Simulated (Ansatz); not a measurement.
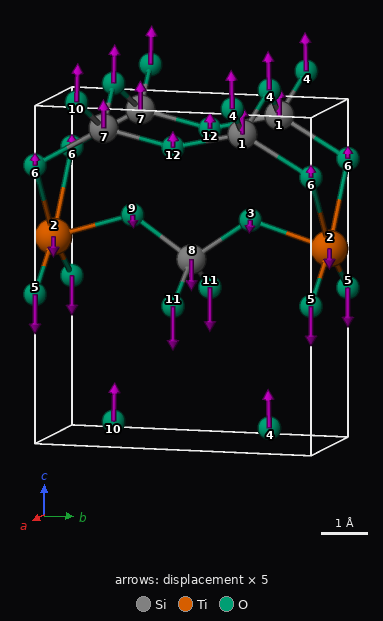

A relaxation of a crystal of TiSi3O8 (built on the tetragonal host type). The starting structure is drawn; purple arrows show the displacements (the part carried along by the change of the cell is left out), 5 times their true length.

The picture is a ball-and-stick view of the cell of the calculation, seen slightly off an axis.

These are results of Ansatz 0.2.0, DFT, r2SCAN, plane waves, PAW, not measurements. Settings: plane-wave cutoff 500 eV; k-point mesh 8 × 4 × 4; occupations fermi dirac; smearing width 0.02 eV; no spin polarisation; cell and atoms relaxed; force threshold 0.005 eV/Å.

Question: Atoms of which element are displaced furthest, and by how much?

Answer: Oxygen: up to 0.20 Å, against 0.14 Å for silicon.

Question: Describe the change and its energy.

Answer: The atom that moves furthest relative to the cell is O11 (0.20 Å along −c). Largest moves by element: O 0.20 Å, Si 0.14 Å, Ti 0.10 Å. The drawn cell changes as follows: a 2.896 → 2.886 Å (−0.4 %), b 6.339 → 6.262 Å (−1.2 %), c 7.535 → 6.870 Å (−8.8 %); the volume changes by −10.3 %. Near-neighbour distances that change, for instance: Ti2–O3 1.899 → 1.878 Å, O6–Si7 1.811 → 1.791 Å, O3–Si8 1.644 → 1.625 Å, Si1–O4 1.658 → 1.642 Å. The space group stays Pmm2 (No. 25). The energy falls by 11.5 meV per atom in 10 accepted moves (13 points after the start). The largest force component goes from 0.5 to 0.0015 eV/Å. Pressure: −5.70 GPa at the start and 0.00 GPa at the end. The line search rejected the trial step at point 4 of the run. The SCF was repeated twice at an unchanged geometry on a basis and grid sized afresh for the cell, which shifted the energy by 0.8 meV per atom at most. Cost: 27 s on 1 × NVIDIA H100 80GB HBM3 with 2 threads of AMD EPYC 7R13 Processor (Zen 3), on a shared host, peak memory 1.3 GiB.

Limits of the set-up: layers or molecules are held without a dispersion correction, so their spacing is unreliable.
